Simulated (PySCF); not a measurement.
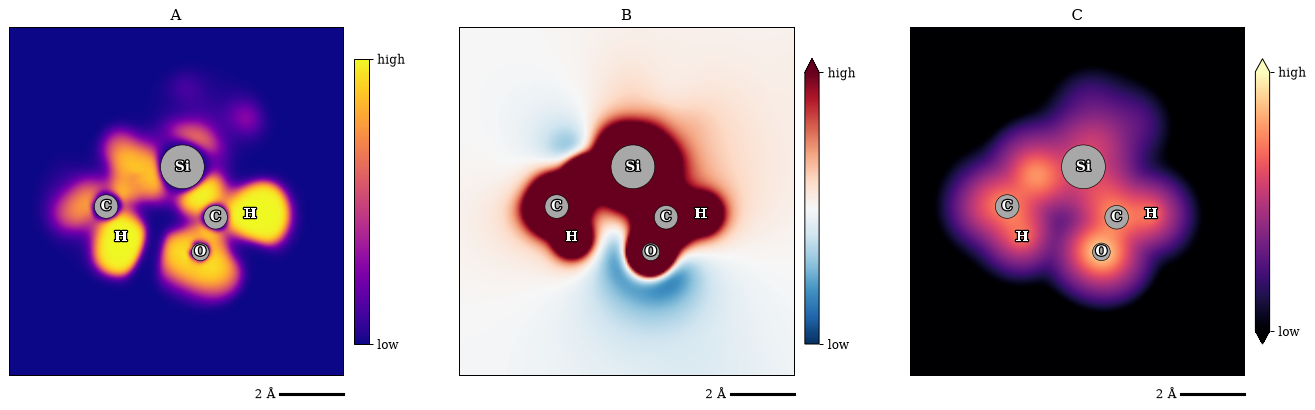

C$_{3}$H$_{8}$O$_{2}$Si: 3 fields on the plane of atoms Si3, C5 and O6, with unlabelled colour scales. Grey discs cover the atomic cores.

Geometry: GFN2-xTB.

All numbers below come from PBE0/pcSseg-1, SCF density, gas phase, non-relativistic in PySCF.

| atom | x (Å) | y (Å) | z (Å) |
| --- | --- | --- | --- |
| C | 2.2500 | 0.0462 | 0.5353 |
| O | 1.0055 | -0.5842 | 0.3810 |
| Si | -0.3892 | -0.0324 | -0.2176 |
| C | -1.6518 | -1.3623 | 0.2392 |
| C | -0.8726 | 1.6517 | 0.5867 |
| O | -0.0834 | 2.3461 | 1.1820 |
| H | 2.7579 | 0.1196 | -0.4287 |
| H | 2.1295 | 1.0458 | 0.9531 |
| H | 2.8491 | -0.5632 | 1.2124 |
| H | -0.3302 | 0.2451 | -1.6613 |
| H | -1.6386 | -1.5900 | 1.3009 |
| H | -2.6552 | -1.0437 | -0.0228 |
| H | -1.4481 | -2.2835 | -0.2958 |
| H | -1.9236 | 2.0043 | 0.4933 |

The panels show electron density, electron localisation function and electrostatic potential in some order. Assign them.

Panel A: electron localisation function. Panel B: electrostatic potential (strongly positive close to the atoms, with negative regions outside electron-rich atoms). Panel C: electron density. From the grid: C–O (1.21 Å): the density is about 3.3 e/Å³ at the midpoint; the ELF peaks at about 0.85 between the atoms (a short, multiple covalent bond). C–H (1.09 Å): ρ is about 2.1 e/Å³ halfway; the ELF climbs to about 1 towards the hydrogen, as it does in any bond to H: a covalent bond by its length.
